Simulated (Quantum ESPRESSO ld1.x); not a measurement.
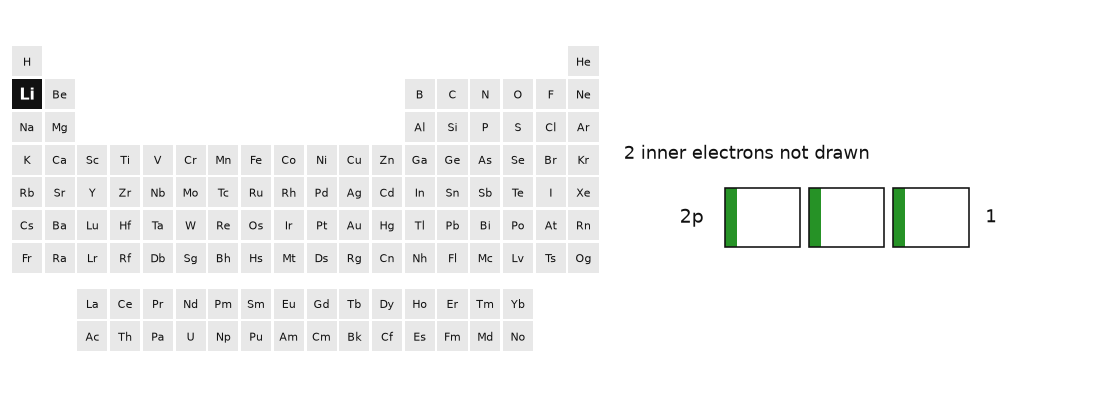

Figure 1. Left, the place of lithium in the periodic table; right, the outer shells as the input fills them: a box for each of the 2l + 1 orbitals, shaded by the share of the shell that is filled, with the electron count at the right.

## Atomic calculation, with input and output: Li

A free Li atom in the configuration [He] 2p1. Computed at this level: scalar-relativistic Kohn-Sham, PW91, spin-unpolarised, spherical densities, point nucleus (Quantum ESPRESSO ld1.x 7.5).

The input:
```
 &input
    zed=3.0,
    iswitch=1,
    rel=1,
    dft='PW91',
    config='[He] 2p1',
    dx=0.01,
    rmax=200,
    verbosity='high',
    prefix='ld1',
    max_out_wfc=37,
    file_charge='ld1.rho',
 /
```

Log:
```
     Program LD1 v.7.5 starts

     --------------------------- All-electron run ----------------------------

     scalar relativistic calculation

     atomic number is  3.00
     dft =PW91   lsd =0 sic =0 latt =0  beta=0.20 tr2=1.0E-14
     Exchange-correlation= PW91
                           (   1   4   2   2   0   0   0)
     mesh =1441 r(mesh) = 200.61501 a.u. xmin = -8.00 dx = 0.01000
     1 Ry =  13.60569312 eV, c = 137.03599908

     n l     nl                  e(Ry)          e(Ha)          e(eV)
     1 0     1S 1( 2.00)      -3.935732386      -1.967866193    -53.5483671
     2 1     2P 1( 1.00)      -0.115778220      -0.057889110     -1.5752429

     final scf error:  6.2E-15 reached in  26 iterations

     Etot =     -14.798587 Ry,      -7.399293 Ha,    -201.345033 eV

     Ekin =      14.703869 Ry,       7.351935 Ha,     200.056336 eV
     Encl =     -33.758015 Ry,     -16.879007 Ha,    -459.301191 eV
     Eh   =       7.795491 Ry,       3.897746 Ha,     106.063059 eV
     Exc  =      -3.539933 Ry,      -1.769966 Ha,     -48.163236 eV

     normalization and overlap integrals

     s(1S/1S) =  1.000000  <r> =   0.5799  <r2> =    0.4620  r(max) =   0.3611
     s(2P/2P) =  1.000000  <r> =   4.8957  <r2> =   29.5114  r(max) =   3.9016

     ------------------------ End of All-electron run ------------------------
```

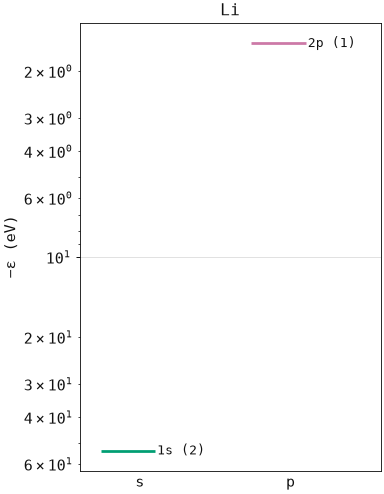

Figure 2. All occupied levels, on a logarithmic scale of binding energy, are drawn (occupations in brackets). The highest occupied level is 2p at −1.58 eV. From the top down the occupied levels run 2p (−1.58 eV), 1s (−53.5 eV).

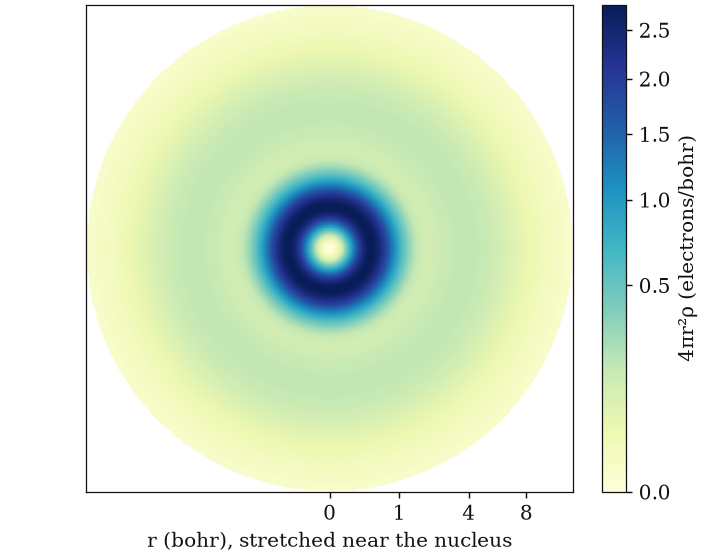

Figure 3. The radial density 4πr²ρ as a disc about the nucleus, with the radius drawn as r to the power 0.5. There are 2 maxima, at r = 0.361 and 3.90 bohr, parted by a minimum at 2.06 bohr, inside which lie 2.1 electrons.

Summary:

- outcome: converged
- total energy: −7.399293 hartree
- kinetic energy: 7.351934 hartree
- electron–nucleus energy: −16.879008 hartree
- Hartree energy: 3.897746 hartree
- exchange–correlation energy: −1.769966 hartree
- radius at density 0.001 e/bohr³: 3.89 bohr
- SCF iterations: 26
- hardware: 1 CPU thread, shared host
- wall time: 0.56 s

Notes:

This is an excited configuration.
